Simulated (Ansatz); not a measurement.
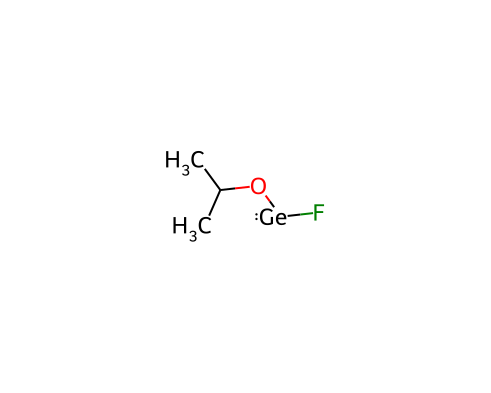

Structural formula above. The computed structure is the end point of a PBE0-D4/def2-TZVP optimisation.

Describe the 3D structure.

Formula C₃H₇FGeO. Its SMILES string is `CC(C)[O][Ge][F]`. The point group is Cs. Coordination: 3 C tetrahedral; 1 O bent; 1 Ge bent.

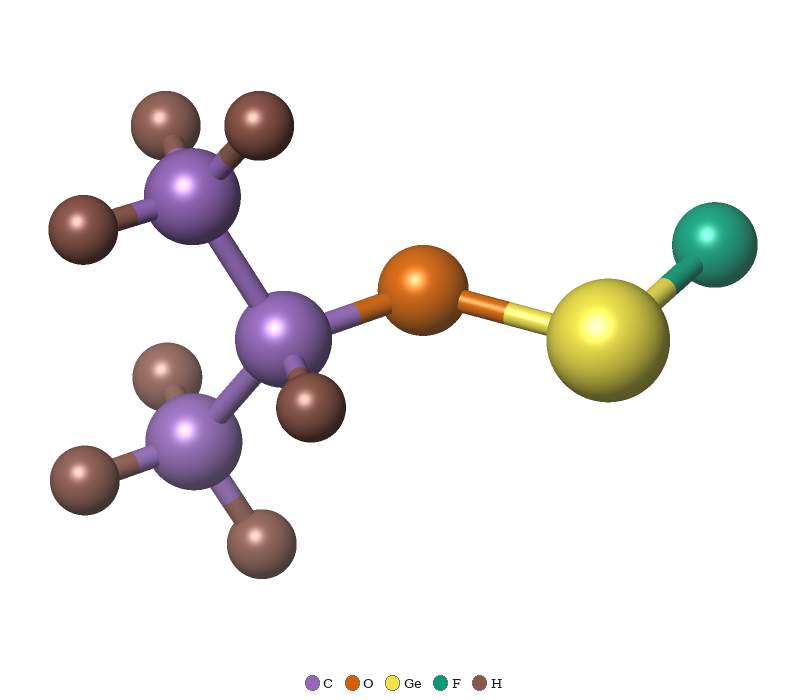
